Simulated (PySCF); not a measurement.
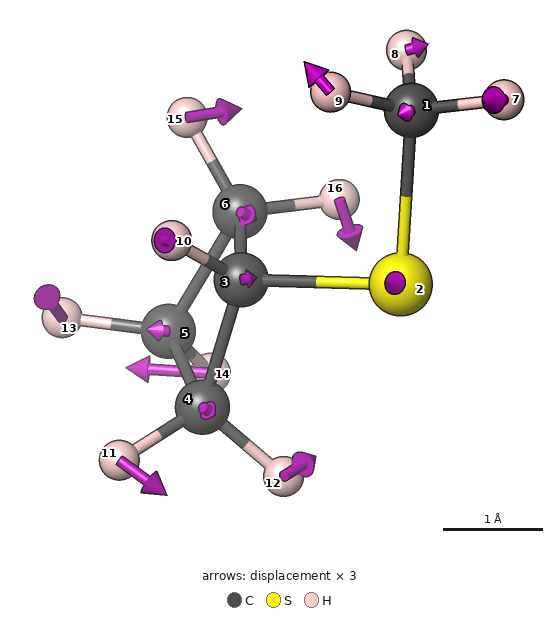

A relaxation of C$_{5}$H$_{10}$S. The starting structure is drawn; purple arrows show the displacements, 3 times their true length. The two geometries are superimposed by the best rigid fit.

Style: ball-and-stick. Shown from a free direction.

The start comes from GFN2-xTB. Its atoms were then displaced at random by about 0.01 Å.

Method: PBE0-D3(BJ)/def2-SVP geometry optimisation, gas phase in PySCF. 

Question: Which element moves most?

Answer: Hydrogen: up to 0.29 Å, against 0.10 Å for sulfur.

Question: What happened in the run?

Answer: The largest move after the best rigid fit is that of H14, 0.29 Å. Largest moves by element: H 0.29 Å, S 0.10 Å, C 0.09 Å. Some distances before and after: C3–C4 1.492 → 1.539 Å, C1–H8 1.057 → 1.101 Å, C1–S2 1.844 → 1.805 Å, C1–H9 1.074 → 1.101 Å. Bond angles that change, for instance: C5–C4–H11 114.1° → 118.9°, S2–C1–H9 107.0° → 111.4°, S2–C3–C6 115.9° → 120.2°. After 9 geometry steps the energy has fallen by 4.39 kcal/mol.
